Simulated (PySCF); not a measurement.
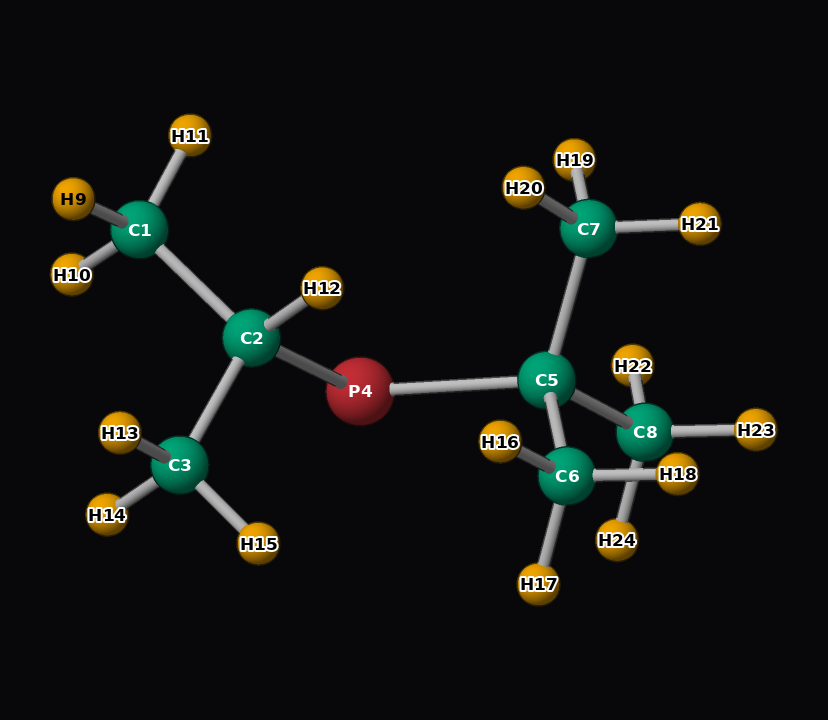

The questions are on isotropic NMR shieldings of the C atoms. Charge −1, singlet. The computed structure is the end point of a GFN2-xTB optimisation. No frequency run is at hand to confirm it as a minimum. Method: GIAO PBE0/pcSseg-1 NMR shielding, non-relativistic, gas phase (PySCF 2.14.0).

### Which C atom is the most shielded (lowest chemical shift)?

C2 (156.5 ppm).

### Which C atom is the least shielded (highest chemical shift)?

C6 (147.4 ppm).

### How wide is the range of C shifts?

9.1 ppm.

Give the isotropic NMR shieldings of the C atoms atom by atom.

```
atom  σ (ppm)
  C1    154.3
  C2    156.5
  C3    151.8
  C5    154.5
  C6    147.4
  C7    148.2
  C8    149.0
```

The geometry is semi-empirical. Around P such bond lengths and angles can be off by a tenth of an ångström or more and by several degrees, and values that hang on the shape move with them.
